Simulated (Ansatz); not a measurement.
CH8BClOSi2: several calculations on one system

Part 1: Relaxation

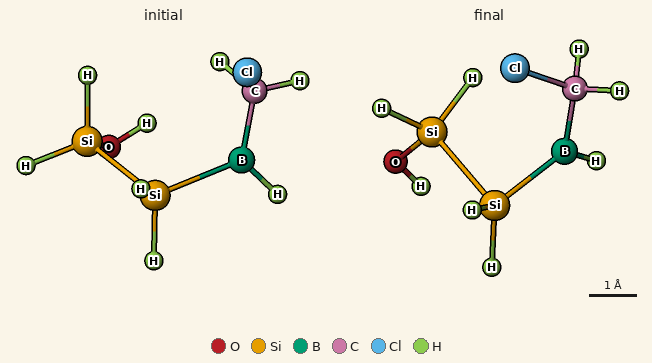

The structure of CH8BClOSi2 before (left) and after (right) a relaxation, at one scale.

A ball-and-stick model, seen from a free direction.

The run prepares an end point of a later path (hydrogen shift) calculation, from a guessed geometry.

Theory: Ansatz, RKS LDA/6-31G*. (no spin polarisation; force threshold 0.02 eV/Å; at most 50 steps)

Q: Describe what moved and what it gained.

A: After 27 geometry steps the energy has fallen by 16.7 kcal/mol. The largest force component goes from 1.9 to 0.011 eV/Å. The largest move after the best rigid fit is that of an H atom, 1.77 Å. Largest moves by element: H 1.77 Å, Cl 1.28 Å, O 0.95 Å, Si 0.45 Å, C 0.36 Å, B 0.27 Å. Among the contacts that change: Si–Si 2.210 → 2.373 Å, B–Si 2.033 → 1.952 Å, H–Si 1.432 → 1.497 Å, H–Si 1.449 → 1.503 Å. Among the angles between lasting bonds that change: Si–Si–B 109.3° → 86.1°, B–Si–H 107.1° → 119.9°, Si–O–H 106.4° → 115.9°. Groups turn about B–C by about 75°, Si–Si by about 60°, O–Si by about 25°.

Part 2: Relaxation

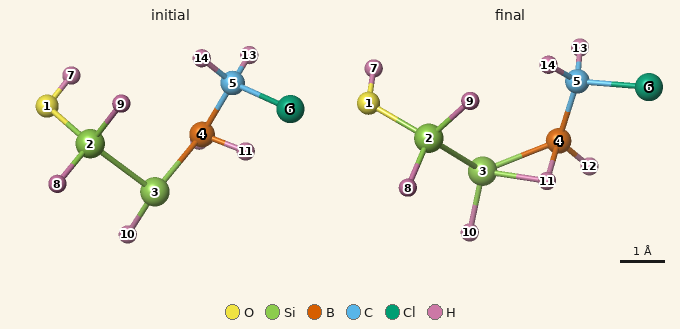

The structure of CH8BClOSi2 before (left) and after (right) a relaxation, at one scale.

A ball-and-stick model, seen at a tilt.

The run prepares an end point of a later path (hydrogen shift) calculation, from a guessed geometry.

Level of theory: RKS LDA/6-31G* (Ansatz). Settings: no spin polarisation; force threshold 0.02 eV/Å; at most 50 steps.

Summarise the run.

Over 18 accepted moves (19 points after the start) the energy falls by 3.090 eV. The largest force component goes from 3.9 to 0.0078 eV/Å. The line search rejected the trial step at point 13 of the run. The largest move after the best rigid fit is that of H12, 1.35 Å. By element the largest moves are H 1.35 Å, Si 0.93 Å, Cl 0.75 Å, O 0.69 Å, B 0.41 Å, C 0.12 Å. Near-neighbour distances that change, for instance: Cl6–H11 1.897 → 3.202 Å, Si3–H11 2.375 → 1.651 Å, B4–H11 1.170 → 1.421 Å, Si2–Si3 2.210 → 2.343 Å. Bond angles that change, for instance: C5–B4–H11 72.1° → 108.7°, Si3–B4–H11 91.6° → 57.1°, Si2–Si3–B4 109.3° → 120.6°. Groups turn about B4–C5 by about 70°.

Part 3: Path

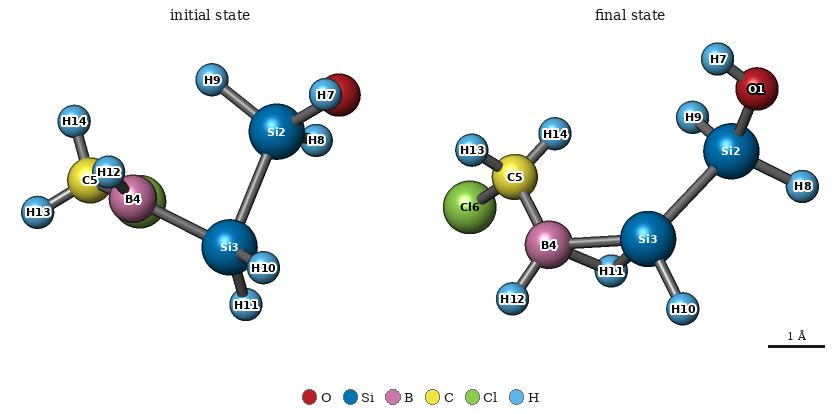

The two relaxed end points of a path for CH8BClOSi2. Style: ball-and-stick. Shown at a tilt.

All numbers below come from RKS LDA/6-31G* in Ansatz.

Set-up: 5 movable images; climbing image; force threshold 0.03 eV/Å; iteration limit 60.

Start:
```xyz
14

O    -2.6671    0.6219   -1.2733
Si   -1.3525    0.8335   -0.2713
Si   -0.6055   -1.1779    0.7419
B     1.0793   -0.8650   -0.1933
C     2.0742    0.2332    0.2678
Cl    1.4954    1.2441    1.6395
H    -2.6037   -0.1160   -1.9094
H    -1.8029    1.8084    0.7722
H    -0.1862    1.4471   -1.0157
H    -1.4445   -2.3336    0.2734
H    -0.6739   -1.0166    2.2304
H     1.3078   -1.3813   -1.2664
H     3.0208   -0.2557    0.5818
H     2.3460    0.9284   -0.5487
```

End:
```xyz
14

O    -2.5046    0.8772   -1.8315
Si   -1.8730    0.8387   -0.2935
Si   -0.6993   -1.1384    0.1562
B     1.1838   -1.0998    0.4910
C     2.0305    0.1386    0.0281
Cl    3.1237    0.6860    1.3546
H    -1.8648    0.8109   -2.5661
H    -3.0616    0.9922    0.6026
H    -0.8901    1.9545   -0.0313
H    -1.5039   -2.2336    0.8035
H     0.2218   -0.6639    1.4420
H     1.7067   -2.0731    0.9742
H     2.6773   -0.1418   -0.8240
H     1.4408    1.0231   -0.2770
```

Q: Predict the minimum-energy path and its barrier.

A: The energy climbs by 0.296 eV to image 4 and then falls by 0.110 eV, so the end point sits at +0.186 eV. No bond forms or breaks between the ends. Bond angles that change up to the highest image, for instance: B4–Si3–H11 119.9° → 45.3°, Si2–Si3–B4 86.1° → 117.1°. The band converged in 35 iterations, with a climbing image at the top. At the top, the vibrational analysis gives one imaginary mode (82i cm⁻¹), as a transition state must have.

Energies of the converged images:

```json
{"image": "0", "path (Å)": "0.00", "E (eV)": "0.000"}
{"image": "1", "path (Å)": "1.29", "E (eV)": "0.002"}
{"image": "2", "path (Å)": "2.58", "E (eV)": "0.113"}
{"image": "3", "path (Å)": "3.87", "E (eV)": "0.166"}
{"image": "4", "path (Å)": "5.16", "E (eV)": "0.296"}
{"image": "5", "path (Å)": "6.68", "E (eV)": "0.210"}
{"image": "6", "path (Å)": "8.19", "E (eV)": "0.186"}
```

The geometry at the top of the path:

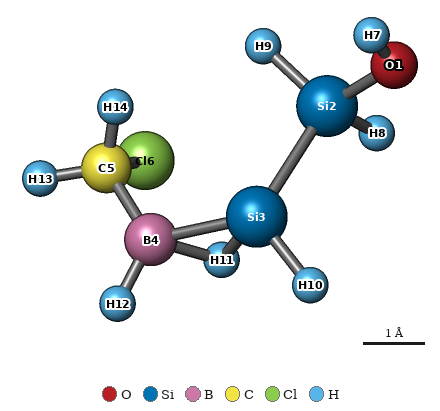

Cost: 3.8 min on 2 threads of Intel(R) Xeon(R) Platinum 8488C (Sapphire Rapids), with other jobs on the host, peak memory 0.19 GiB.
